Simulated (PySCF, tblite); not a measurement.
**C3H10BN2Si radical: geometry, infrared bands and EPR parameters**

What infrared bands and EPR parameters should C3H10BN2Si radical (`[SiH3]CB1[N]CCN1`) show?

Programs: tblite 0.8.0 and PySCF 2.14.0, with density-fitted response routines of our own. Each step states its level of theory. These are calculated values for one molecule in the gas phase, unless marked as measured. Atoms count from 0, in the outputs and in this text.

## (1) The molecule as given

17 atoms, charge 0, multiplicity 2; geometry from: force field or distance geometry start.

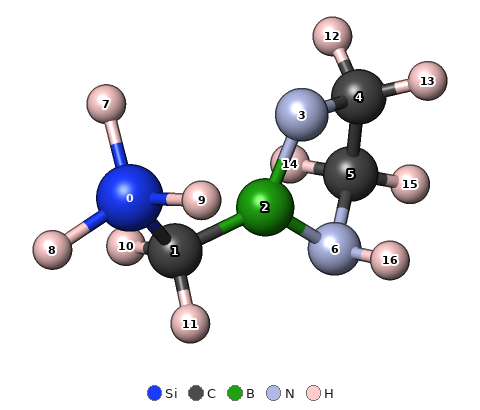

As it starts; silicon blue, carbon dark grey, boron green, nitrogen light blue, hydrogen pink, atoms numbered; sticks join atoms by distance.

## (2) Relaxing the molecule with GFN2-xTB

The job: settings as JSON, then the geometry in Å.

```
{"job": {"kind": "relax", "xc": "GFN2-xTB", "basis": "xTB"}, "charge": 0, "multiplicity": 2}
Si    -2.841200    -0.089300     0.187200
C     -1.296100    -1.116100     0.062500
B      0.023000    -0.275800     0.319200
N      0.243900     1.228100     0.186000
C      1.667000     1.335400    -0.091600
C      2.219500    -0.057200    -0.194400
N      1.385600    -0.813300     0.723100
H     -2.864700     0.948300    -0.864600
H     -4.010400    -0.987700     0.096000
H     -2.805300     0.579600     1.506000
H     -1.235600    -1.569700    -0.932100
H     -1.287800    -1.944500     0.830900
H      1.771700     1.832500    -1.081100
H      2.202000     1.976400     0.624200
H      2.012500    -0.424100    -1.215600
H      3.293800    -0.131300     0.061500
H      1.515100    -0.479300     1.721300
```

Command:

```
$ OMP_NUM_THREADS=1 python probes_run.py task.json out
```

One launch serves the whole session: the jobs run in the order shown.

Log:

```text
step      E/eV     max force
  0    -550.79280    3.328
  1    -551.13232    2.221
  2    -551.26665    1.782
  3    -551.31475    0.451
  4    -551.35400    0.520
  5    -551.37691    0.544
  6    -551.40315    0.397
  7    -551.42991    0.480
  8    -551.45751    0.547
  9    -551.47780    0.386
 10    -551.49571    0.302
 11    -551.51371    0.333
 12    -551.53484    0.494
 13    -551.56245    0.620
 14    -551.60009    0.568
 15    -551.64855    0.719
 16    -551.69013    0.660
 17    -551.72026    0.848
 18    -551.71084    1.623
 19    -551.77283    0.401
 20    -551.79917    0.336
 21    -551.85049    0.850
 22    -551.87104    0.335
 23    -551.91614    0.409
 24    -551.97217    0.764
 25    -552.01683    0.830
 26    -552.03340    0.550
 27    -552.05188    0.435
 28    -552.06711    0.354
 29    -552.08342    0.282
 30    -552.09643    0.272
 31    -552.10648    0.295
 32    -552.11864    0.434
 33    -552.13429    0.470
 34    -552.14785    0.294
 35    -552.15587    0.226
 36    -552.16116    0.182
 37    -552.16687    0.244
 38    -552.17280    0.239
 39    -552.17707    0.120
 40    -552.17934    0.110
 41    -552.18065    0.093
 42    -552.18164    0.096
 43    -552.18264    0.093
 44    -552.18375    0.093
 45    -552.18474    0.080
 46    -552.18573    0.072
 47    -552.18659    0.055
 48    -552.18727    0.064
 49    -552.18789    0.058
 50    -552.18840    0.050
 51    -552.18873    0.046
 52    -552.18893    0.037
 53    -552.18917    0.053
 54    -552.18961    0.082
 55    -552.19035    0.095
 56    -552.19128    0.071
 57    -552.19203    0.081
 58    -552.19258    0.079
 59    -552.19305    0.063
 60    -552.19348    0.060
 61    -552.19380    0.039
 62    -552.19403    0.049
 63    -552.19425    0.052
 64    -552.19455    0.052
 65    -552.19494    0.055
 66    -552.19530    0.049
 67    -552.19555    0.045
 68    -552.19575    0.037
 69    -552.19594    0.033
 70    -552.19612    0.029
 71    -552.19626    0.034
 72    -552.19640    0.032
 73    -552.19659    0.031
 74    -552.19681    0.031
 75    -552.19703    0.029
 76    -552.19723    0.029
 77    -552.19746    0.033
 78    -552.19776    0.039
 79    -552.19808    0.037
 80    -552.19835    0.036
 81    -552.19862    0.044
 82    -552.19902    0.052
 83    -552.19976    0.069
 84    -552.20084    0.084
 85    -552.20190    0.081
 86    -552.20261    0.058
 87    -552.20314    0.053
 88    -552.20372    0.063
 89    -552.20441    0.060
 90    -552.20491    0.064
 91    -552.20525    0.049
 92    -552.20551    0.037
 93    -552.20574    0.031
 94    -552.20598    0.034
 95    -552.20624    0.026
 96    -552.20641    0.031
 97    -552.20656    0.036
 98    -552.20674    0.034
 99    -552.20697    0.030
100    -552.20720    0.033
101    -552.20738    0.033
102    -552.20761    0.036
103    -552.20794    0.059
104    -552.20843    0.067
105    -552.20910    0.084
106    -552.20981    0.093
107    -552.21122    0.089
108    -552.21328    0.093
109    -552.21602    0.154
110    -552.21785    0.113
111    -552.21953    0.120
112    -552.22094    0.100
113    -552.22212    0.114
114    -552.22334    0.081
115    -552.22572    0.077
116    -552.22638    0.077
117    -552.22728    0.070
118    -552.22816    0.061
119    -552.22894    0.090
120    -552.22912    0.062
121    -552.22969    0.049
122    -552.22989    0.042
123    -552.23019    0.044
124    -552.23069    0.053
125    -552.23112    0.056
126    -552.23177    0.048
127    -552.23229    0.038
128    -552.23257    0.069
129    -552.23267    0.054
130    -552.23301    0.052
131    -552.23324    0.035
132    -552.23385    0.046
133    -552.23430    0.053
134    -552.23501    0.061
135    -552.23537    0.047
136    -552.23571    0.039
137    -552.23588    0.034
138    -552.23610    0.032
139    -552.23627    0.037
140    -552.23647    0.039
141    -552.23673    0.041
142    -552.23703    0.053
143    -552.23737    0.063
144    -552.23779    0.048
145    -552.23815    0.041
146    -552.23834    0.040
147    -552.23873    0.050
148    -552.23921    0.081
149    -552.24010    0.113
150    -552.24156    0.165
151    -552.24199    0.236
152    -552.24551    0.133
153    -552.24547    0.137
154    -552.24835    0.062
155    -552.24869    0.154
156    -552.24986    0.087
157    -552.25086    0.051
158    -552.25241    0.048
159    -552.25338    0.067
160    -552.25407    0.057
161    -552.25473    0.062
162    -552.25526    0.055
163    -552.25587    0.070
164    -552.25644    0.050
165    -552.25694    0.070
166    -552.25751    0.047
167    -552.25801    0.045
168    -552.25833    0.034
169    -552.25857    0.029
170    -552.25866    0.018
171    -552.25870    0.019
172    -552.25873    0.012
173    -552.25875    0.010
174    -552.25878    0.009
```

It took 1.3 s on 1 thread of Arm Neoverse V1, shared host; peak memory 0.17 GiB.

Relaxation path: (not every step is listed)

| step | energy from step 0 (eV) | largest force (eV/Å) |
| --- | --- | --- |
| 0 | 0.0000 | 3.3285 |
| 1 | -0.3395 | 2.2206 |
| 2 | -0.4738 | 1.7818 |
| 3 | -0.5219 | 0.4510 |
| 4 | -0.5612 | 0.5204 |
| 5 | -0.5841 | 0.5443 |
| 6 | -0.6103 | 0.3972 |
| 7 | -0.6371 | 0.4800 |
| 8 | -0.6647 | 0.5472 |
| 24 | -1.1794 | 0.7642 |
| 40 | -1.3865 | 0.1100 |
| 56 | -1.3985 | 0.0710 |
| 72 | -1.4036 | 0.0322 |
| 88 | -1.4109 | 0.0634 |
| 104 | -1.4156 | 0.0669 |
| 120 | -1.4363 | 0.0621 |
| 136 | -1.4429 | 0.0390 |
| 152 | -1.4527 | 0.1329 |
| 168 | -1.4655 | 0.0342 |
| 169 | -1.4658 | 0.0286 |
| 170 | -1.4659 | 0.0177 |
| 171 | -1.4659 | 0.0193 |
| 172 | -1.4659 | 0.0119 |
| 173 | -1.4659 | 0.0102 |
| 174 | -1.4660 | 0.0088 |

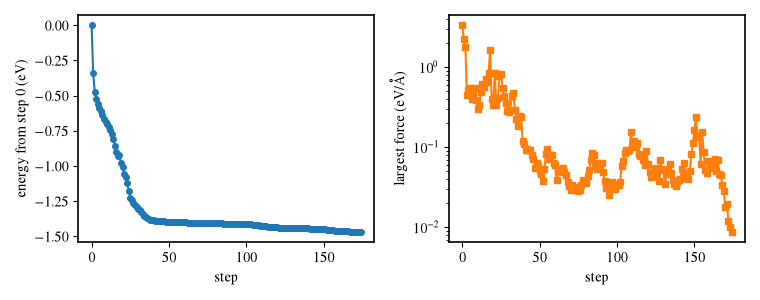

Energy and largest force along the relaxation.

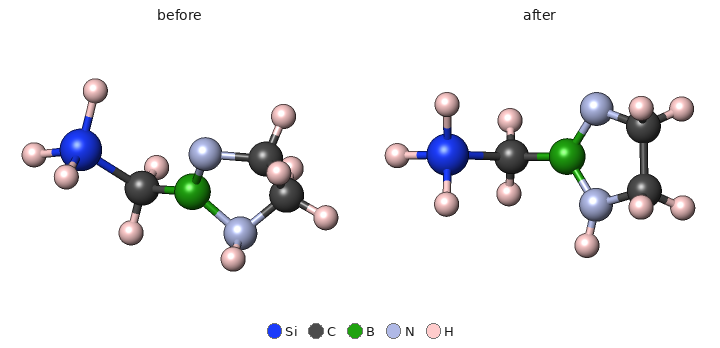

Before and after, at one scale.

Close pairs (by a distance rule), those that changed most:

```csv
bond,before (Å),after (Å),change (Å)
B2–N3,1.526,1.422,-0.104
B2–N6,1.519,1.422,-0.097
N6–H16,1.061,1.006,-0.054
N3–C4,1.454,1.404,-0.050
C4–C5,1.502,1.550,+0.048
Si0–C1,1.859,1.900,+0.041
C1–H11,1.130,1.091,-0.039
C1–B2,1.585,1.569,-0.016
```

The final coordinates are the input of the step that follows.

## (3) Harmonic vibrations with GFN2-xTB

The job: settings as JSON, then the geometry in Å.

```
{"job": {"kind": "ir", "xc": "GFN2-xTB", "basis": "xTB"}, "charge": 0, "multiplicity": 2}
Si    -2.668578    -0.156283     0.723973
C     -1.366079    -1.046843    -0.334666
B      0.015760    -0.305261    -0.288971
N      0.441222     0.762611    -1.126448
C      1.727219     1.178782    -0.745794
C      2.181537     0.320387     0.461592
N      1.058207    -0.556216     0.645695
H     -2.894352     1.213942     0.263244
H     -3.932570    -0.902282     0.653951
H     -2.240642    -0.121544     2.130644
H     -1.740185    -1.094279    -1.356428
H     -1.276374    -2.074565     0.020254
H      2.414230     1.079097    -1.598192
H      1.705757     2.249855    -0.500646
H      3.100130    -0.240780     0.245044
H      2.364317     0.934900     1.352757
H      1.103403    -1.229492     1.392466
```

Log:

```text
mode    cm-1     km/mol
  1      36.6      2.40
  2      84.0      1.43
  3     101.3      0.15
  4     154.2      6.17
  5     206.9      5.10
  6     253.3      1.89
  7     478.1     15.06
  8     490.6     14.24
  9     500.8     26.08
 10     522.4     65.09
 11     614.0     51.78
 12     702.8      9.53
 13     741.6      9.41
 14     745.1     23.35
 15     767.5      1.25
 16     790.7    254.48
 17     793.4    262.77
 18     801.9    419.46
 19     844.5     23.73
 20     941.1     19.19
 21     984.4     40.80
 22     990.1     41.50
 23    1081.1     23.87
 24    1101.9      0.06
 25    1113.4      7.19
 26    1123.9     18.80
 27    1132.4     92.25
 28    1154.0     37.25
 29    1180.3     15.51
 30    1237.9     40.58
 31    1271.6     73.58
 32    1368.1    171.97
 33    1410.2     40.58
 34    1461.6      0.38
 35    1464.3      7.14
 36    2198.1    385.23
 37    2212.6    324.91
 38    2267.3    263.06
 39    2832.6      5.63
 40    2864.0     54.72
 41    2881.1     23.14
 42    2900.5     65.33
 43    2971.4     51.24
 44    2999.6     31.34
 45    3474.3      4.99
```

Wall time 0.61 s (1 thread of Arm Neoverse V1, shared host); peak memory 0.17 GiB.

The strongest bands and the atoms that carry them (share of the mass-weighted mode):

```csv
cm⁻¹,km/mol,atoms
791,254.5,"H8 51 %, H7 25 %, H9 12 %"
793,262.8,"H7 47 %, H9 38 %"
802,419.5,"H9 40 %, H8 37 %, Si0 10 %"
1132,92.2,"H10 36 %, C1 18 %, H11 16 %"
1368,172.0,"B2 33 %, N6 25 %, H16 14 %"
2198,385.2,H9 89 %
2213,324.9,H8 89 %
2267,263.1,H7 96 %
```

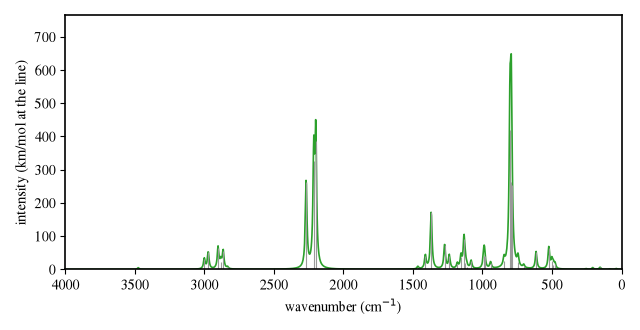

The infrared spectrum from these modes, unscaled. Lines are broadened to a width of 14 cm⁻¹ (Lorentzian).

## (4) EPR parameters: B3LYP/pcH-1

The job, as its differences from that of step 3:

```diff
@@ -1,2 +1,2 @@
-{"job": {"kind": "ir", "xc": "GFN2-xTB", "basis": "xTB"}, "charge": 0, "multiplicity": 2}
+{"job": {"kind": "epr", "basis": "pcH-1"}, "charge": 0, "multiplicity": 2}
 Si    -2.668578    -0.156283     0.723973
```

With the program's defaults for keys left out, this is: UKS B3LYP, pcH-1 on B C H N Si, non-relativistic, mean-field spin-orbit, GIAO.

Log:

```text
UKS, coarse grid
  cycle   1  E = -544.13793896  |g| = 4.11e-01
  cycle   2  E = -544.03971219  |g| = 6.05e-01
  cycle   3  E = -544.22607692  |g| = 1.13e-01
  cycle   4  E = -544.22981698  |g| = 7.60e-02
  cycle   5  E = -544.23244405  |g| = 1.33e-02
  cycle   6  E = -544.23255396  |g| = 8.28e-03
  cycle   7  E = -544.23259510  |g| = 2.53e-03
  cycle   8  E = -544.23260149  |g| = 9.31e-04
UKS, final grid
  cycle   1  E = -544.23265596  |g| = 1.23e-03
  cycle   2  E = -544.23265476  |g| = 2.09e-03
  cycle   3  E = -544.23265675  |g| = 2.71e-04
  cycle   4  E = -544.23265679  |g| = 1.09e-04
  cycle   5  E = -544.23265681  |g| = 4.22e-05
  cycle   6  E = -544.23265681  |g| = 9.32e-06
E = -544.23265681 Eh   <S^2> = 0.7585 (exact 0.7500)
g shifts (ppm)      1          2          3
  rmc          -210       -210       -210
  gc            -10         39         35
  oz_so          25       2114       7216
  total        -195       1943       7042
hyperfine (MHz)  atom isotope    a_iso     a_fc   dipolar eigenvalues
    0  29Si       2.11       2.11     -1.06      0.38      0.69
    1   13C      -0.74      -0.74     -0.92     -0.15      1.07
    2   11B     -23.55     -23.55     -5.16     -2.22      7.39
    3   14N      23.57      23.42    -34.37    -34.08     68.46
    4   13C     -31.84     -31.89     -3.99      1.82      2.16
    5   13C     -11.53     -11.55     -0.94      0.32      0.61
    6   14N       9.66       9.69    -11.15    -10.30     21.45
    7    1H       0.77       0.77     -1.42     -1.29      2.71
    8    1H       0.42       0.41     -0.57     -0.52      1.09
    9    1H       1.18       1.18     -1.04     -0.76      1.80
   10    1H      -0.19      -0.20     -2.47     -2.20      4.67
   11    1H      -1.43      -1.43     -1.68     -1.21      2.89
   12    1H     150.47     150.46     -6.11     -3.39      9.50
   13    1H     146.86     146.84     -6.13     -3.27      9.41
   14    1H      39.00      39.00     -3.09     -1.50      4.59
   15    1H      41.38      41.38     -3.07     -1.50      4.56
   16    1H     -16.92     -16.92    -14.34     -3.72     18.06
```

Run time: 1.8 min. Hardware: 1 thread of Arm Neoverse V1, shared host; peak memory 1.1 GiB.

Principal g values 2.00212, 2.00426, 2.00936; g(iso) = 2.00525, against 2.00232 for a free electron.

Mean a(iso) over the nuclei that a row names, and the largest dipolar term of the row (other rows stand at the frozen geometry):

| nuclei | isotope | a(iso) (MHz) | a(iso) (G, at g = 2.0023) | largest dipolar term (MHz) |
| --- | --- | --- | --- | --- |
| H12, H13 | 1H | 148.7 | 53.0 | 9.5 |
| H14, H15 | 1H | 40.2 | 14.3 | 4.6 |
| C4 | 13C | -31.8 | -11.4 | -4.0 |
| N3 | 14N | 23.6 | 8.4 | 68.5 |
| B2 | 11B | -23.6 | -8.4 | 7.4 |
| H16 | 1H | -16.9 | -6.0 | 18.1 |
| C5 | 13C | -11.5 | -4.1 | -0.9 |
| N6 | 14N | 9.7 | 3.4 | 21.5 |
| Si0 | 29Si | 2.1 | 0.8 | -1.1 |
| H10, H11 | 1H | -0.8 | -0.3 | 4.7 |
| H7, H8, H9 | 1H | 0.8 | 0.3 | 2.7 |
| C1 | 13C | -0.7 | -0.3 | 1.1 |

Mulliken spin populations:

Si0 0.00; C1 0.01; B2 -0.05; N3 0.77; C4 -0.07; C5 -0.01; N6 0.22; H7 0.00; H8 0.00; H9 0.00; H10 0.00; H11 0.00; H12 0.06; H13 0.06; H14 0.01; H15 0.02; H16 -0.01

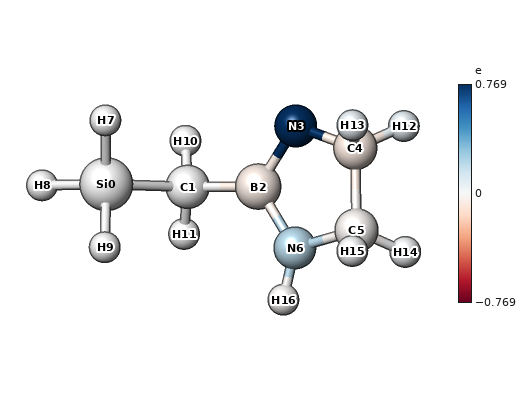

Mulliken spin populations, as colours on the atoms.

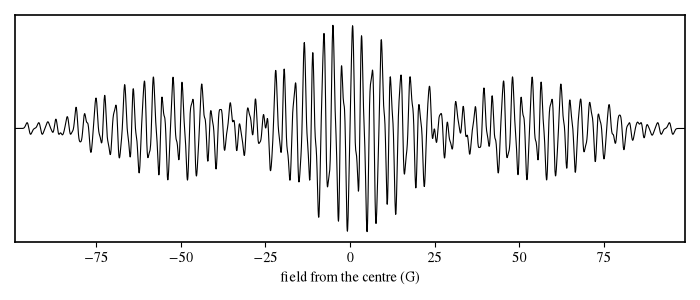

First-order isotropic spectrum (first derivative, main isotopes with spin only, couplings over 0.8 MHz, Gaussian width 0.5 G; couplings of the frozen geometry, rotation of groups not averaged beyond the rows shown).

The fields below are evaluated on a grid from the run's orbitals.

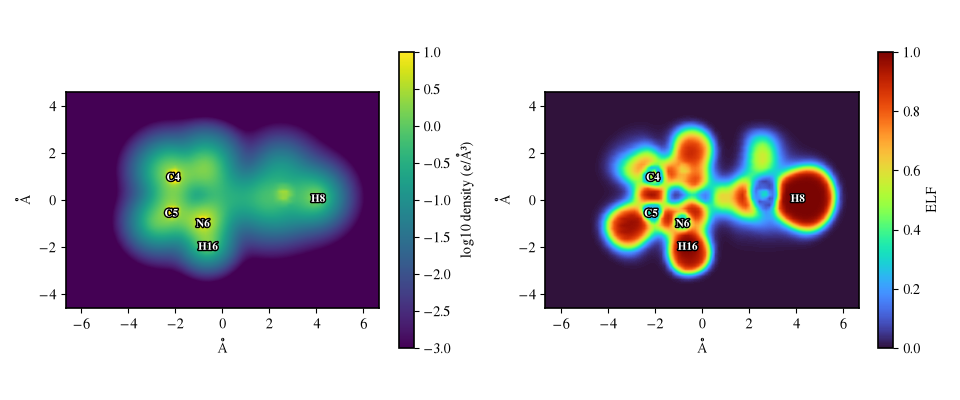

Density (left) and ELF (right) in a plane through or near 5 of the atoms.

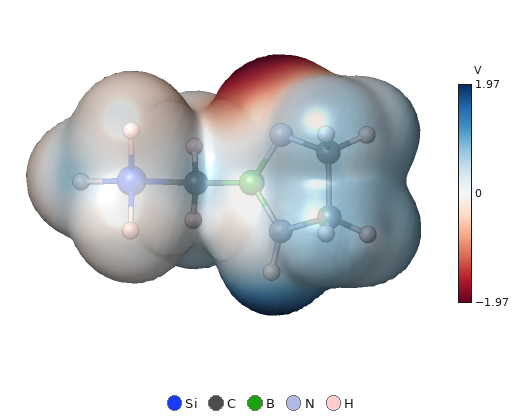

Electrostatic potential on the surface of density 0.002 e/bohr³; red is low, blue high. It runs from -1.97 V near N3 to 1.75 V near H16.

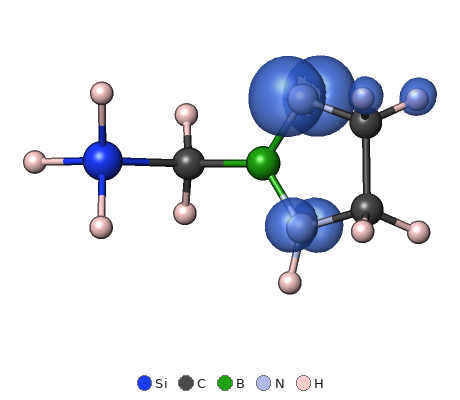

Spin density at ±0.06 e/Å³ (alpha excess blue, beta excess red).

## (5) What came out

```
                                                                  quantity                      value
                                 strongest single infrared mode (GFN2-xTB)       802 cm⁻¹, 419 km/mol
                                              zero-point energy (GFN2-xTB)              80.4 kcal/mol
                                                            g(iso) (B3LYP)                    2.00525
                                                                      ⟨S²⟩         0.758 (exact 0.75)
                                        largest a(iso) (averaged by class)  1H on H12, H13, 148.7 MHz
potential on the surface of density 0.002 e/bohr³, 1st and 99th percentile         -1.97 V and 1.75 V
```

Relaxing lowered the energy by 1.466 eV in 174 steps; the close pair that moved most is B2–N3, from 1.526 to 1.422 Å. All 45 modes are real, so the xTB geometry is a minimum. The strongest single mode, at 802 cm⁻¹, moves mainly H9 and H8. Unscaled tight-binding wavenumbers are off by several per cent, some by more. Its intensities can rank the bands wrongly. Most of the unpaired spin sits on N3 (0.77 e). The isotropic g lies 2.9 ppt above the free-electron value. These values are for one conformer; the search (at its own cheap level) found 2 more, at 0.03, 1.34 kcal/mol (those within 0.05 may be mirror or relabelled copies), and measured spectra average over such forms.
